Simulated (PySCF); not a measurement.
System: C6H13FOSi2.

```xyz
23

C    -3.6022    0.3053    0.6412
C    -2.9823   -0.7810   -0.2297
O    -1.5726   -0.8992   -0.0713
C    -0.7889   -0.0013   -0.7518
F    -0.8595    1.2687   -0.1654
Si    1.0067   -0.6858   -0.6021
C     2.2461    0.6435   -1.2276
C     3.2838    0.9198   -0.1830
C     3.2673    0.4070    1.0434
Si    1.8678   -0.7595    1.5366
H    -3.3415    0.1370    1.6831
H    -3.2425    1.2884    0.3501
H    -4.6839    0.2818    0.5364
H    -3.3759   -1.7617    0.0518
H    -3.2121   -0.5957   -1.2891
H    -1.1539    0.1608   -1.7798
H     1.0057   -1.8359   -1.5231
H     1.7429    1.5857   -1.4627
H     2.7516    0.3384   -2.1462
H     4.0763    1.5960   -0.4898
H     4.0554    0.6772    1.7327
H     2.4175   -2.0505    1.9760
H     1.0896   -0.2118    2.6534
```

Geometry: GFN2-xTB.

Method: PBE0/pcSseg-1, SCF density, gas phase, non-relativistic in PySCF.

**What can the converged electron density and electron localisation function tell about the bonding?**

C–C (1.33 Å): the density is about 2.3 e/Å³ at the midpoint; the ELF peaks at about 0.90 between the atoms: a short, multiple covalent bond.
C–Si (1.89 Å): ρ is about 0.92 e/Å³ halfway; the ELF peaks at about 0.95 between the atoms (a shared electron pair).
Si–Si (2.31 Å): ρ at the midpoint is about 0.66 e/Å³; the ELF peaks at about 1 between the atoms (a covalent bond).
C–H (1.08 Å): the density is about 2 e/Å³ at the midpoint; the ELF climbs to about 1 towards the hydrogen, as it does in any bond to H (a covalent bond by its length).

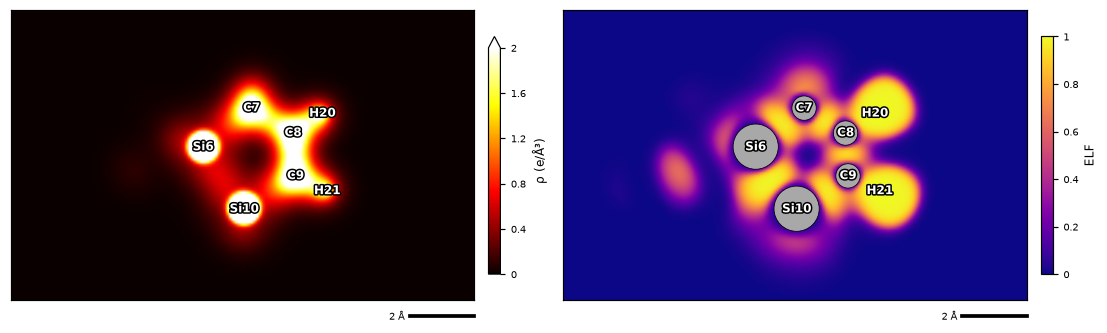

Computed electron density and electron localisation function on the plane of atoms C8, C9 and Si10, in this order. Grey discs cover the atomic cores in the ELF map. 
